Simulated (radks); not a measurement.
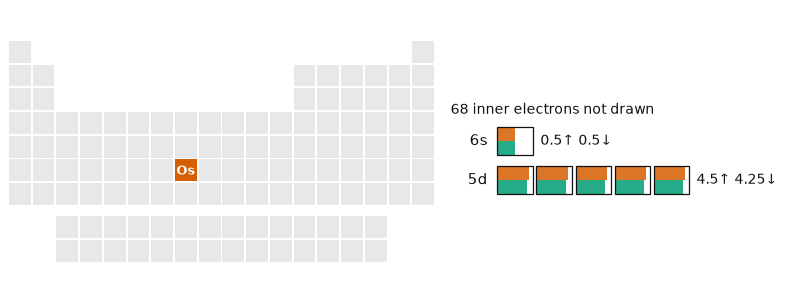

Fig. 1: Left, the place of osmium in the periodic table; right, the outer shells as the input fills them: a box for each of the 2l + 1 orbitals, shaded by the share of the shell that is filled, up spin in the upper half and down spin in the lower, with the electron count at the right.

**Atomic calculation for Os (charge -1.75)**

Os (charge -1.75), configuration [Xe] 4f14 6s0.5 6s0.5 5d4.5 5d4.25. Level asked for: scalar-relativistic Kohn-Sham, PBE, spin-polarised, spherical densities, finite nucleus (radks).

## The input
```
Z 76
configuration [Xe] 4f14 6s0.5 6s0.5 5d4.5 5d4.25
relativity scalar-relativistic
functional pbe,pbe
spin polarised
nucleus finite rms 5.4126 fm
c 137.035999084
```

Energies in input and log are in hartree, lengths in bohr (the nuclear radius in fm).

Hardware: 1 CPU thread, shared host.

## Output
```
1s      1   1.0000       -2713.51570640
2s      1   1.0000        -472.38448904
2p      1   3.0000        -411.40696007
3s      1   1.0000        -109.71863543
3p      1   3.0000         -91.80463096
3d      1   5.0000         -71.76076793
4s      1   1.0000         -22.93371802
4p      1   3.0000         -17.05587502
4d      1   5.0000          -9.74906892
4f      1   7.0000          -1.63194165
5s      1   1.0000          -3.08797963
5p      1   3.0000          -1.60064786
6s      1   0.5000          -0.05181872
5d      1   4.5000           0.00153696
1s      2   1.0000       -2713.51571421
2s      2   1.0000        -472.38410087
2p      2   3.0000        -411.40664883
3s      2   1.0000        -109.71850763
3p      2   3.0000         -91.80448535
3d      2   5.0000         -71.76049867
4s      2   1.0000         -22.93335297
4p      2   3.0000         -17.05553887
4d      2   5.0000          -9.74867905
4f      2   7.0000          -1.63126566
5s      2   1.0000          -3.08498978
5p      2   3.0000          -1.59680052
6s      2   0.5000          -0.04964679
Etot 1.2960603342265754e+16
Ekin 1187283671.6772876
Encl -11906035511.904686
Eh 1.2960643328674124e+16
Exc -29267656529.552647
err 187720233250.58487
it 131
```

## What the run reported

- outcome: not converged
- total energy: 12960603342265754.0000 hartree
- kinetic energy: 1187283671.6773 hartree
- electron–nucleus energy: −11906035511.9047 hartree
- Hartree energy: 12960643328674124.0000 hartree
- exchange–correlation energy: −29267656529.5526 hartree
- SCF iterations: 131
- wall time: 3 s

## Diagnosis

The run did not meet its convergence test in 131 iterations, so its last values are not results.
